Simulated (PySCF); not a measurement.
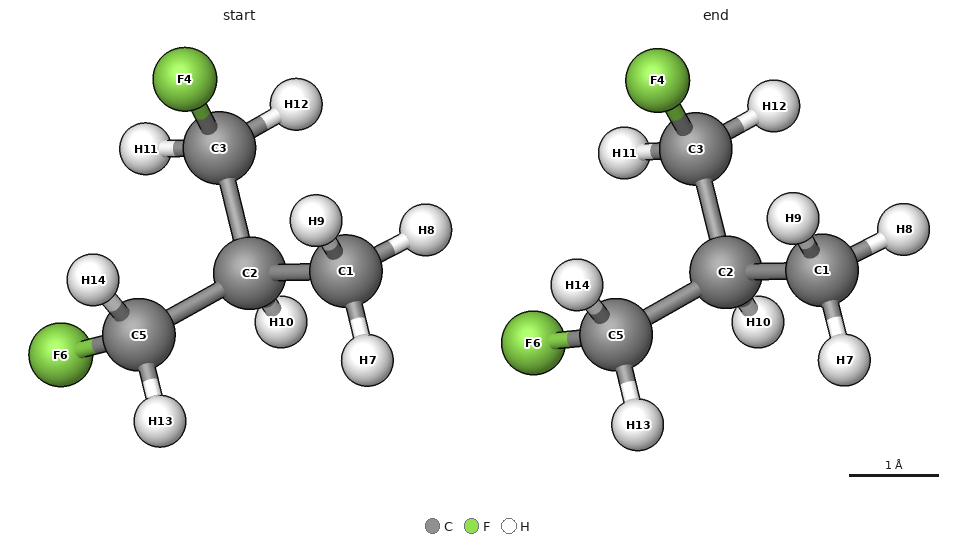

The structure of C4H8F2 before (left) and after (right) a relaxation, at one scale.

A ball-and-stick model, seen at a tilt.

The start comes from GFN2-xTB.

The calculation used PySCF 2.14.0, density-fitted response routines, PBE0-D3(BJ)/def2-SVP geometry optimisation, gas phase. 

Describe what moved and what it gained.

Answer. Over 3 geometry steps the energy falls by 1.02 kcal/mol. Largest force component: 0.77 eV/Å at the start, 0.01 eV/Å at the end. F6 moves most after the best rigid fit: 0.14 Å. By element the largest moves are F 0.14 Å, H 0.13 Å, C 0.02 Å. Among the contacts that change: C1–H7 1.087 → 1.101 Å.
